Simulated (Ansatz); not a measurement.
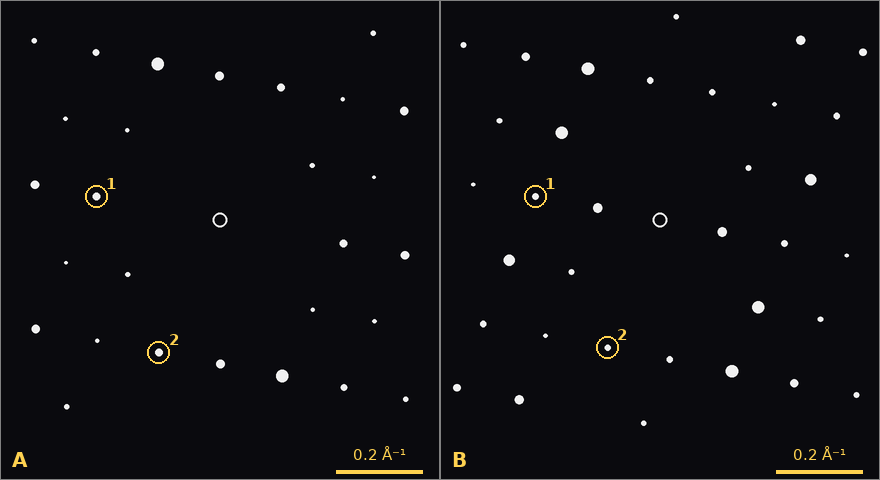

Kinematic electron diffraction patterns (300 kV, B = 0.5 Å², same scale) along [101] of the run's own cell, for the start and the end of one relaxation of SnBi2Sb2 with DFT, PAW plane waves, pbe in Ansatz 0.2.0. k mesh 4×4×4. The start is a generated model structure, and the relaxation ends in the nearest stationary point of its symmetry, not necessarily the ground state. Spot 1 is 0 -2 0 and spot 2 is 2 0 -2 in both.

Start structure:

```yaml
crystal:
  lattice:
    - [0.00000, 0.00000, 6.82419]
    - [7.19274, -3.79487, 3.41210]
    - [7.19274, 3.79487, -3.41210]
  atoms:
    - { symbol: Sb, position: [0.34000, 0.01290, 0.69290] }
    - { symbol: Sb, position: [0.66000, 0.98710, 0.30710] }
    - { symbol: Sb, position: [0.16000, 0.69290, 0.01290] }
    - { symbol: Sb, position: [0.84000, 0.30710, 0.98710] }
    - { symbol: Sn, position: [0.25000, 0.50000, 0.50000] }
    - { symbol: Sn, position: [0.75000, 0.50000, 0.50000] }
    - { symbol: Bi, position: [0.32520, 0.77300, 0.42340] }
    - { symbol: Bi, position: [0.67480, 0.22700, 0.57660] }
    - { symbol: Bi, position: [0.17480, 0.42340, 0.77300] }
    - { symbol: Bi, position: [0.82520, 0.57660, 0.22700] }
```

Which pattern belongs to the start structure, and which to the relaxed one?

Answer. B is the start: its cell gives d(1) = 3.356 Å, d(2) = 3.083 Å and an angle of 78.5°. A is the relaxed structure, with d(1) = 3.387 Å (+0.9 %), d(2) = 2.916 Å (-5.4 %) and 76.0°.

Name reflections whose intensity changes strongly on relaxation.

Answer. 0 1 0 fades out of sight; 1 -2 -1 goes from 71 to 0.13 % of the strongest spot; 1 2 -1 goes from 90 to 0.44 % of the strongest spot; 2 1 -2 goes from 5.6 to 23 % of the strongest spot.

What did the relaxation do to the structure and the energy?

Answer. The volume changed by -10.2 % to 33.47 Å³ an atom; with the mean shift removed, the atoms moved by up to 1.15 Å relative to the cell (Bi most); the space group stayed Ibam (No. 72); the free energy fell by 1000 meV an atom. Relaxed cell: a = 6.554 Å, b = 8.221 Å, c = 8.221 Å, α = 77.85°, β = 113.49°, γ = 66.51°.
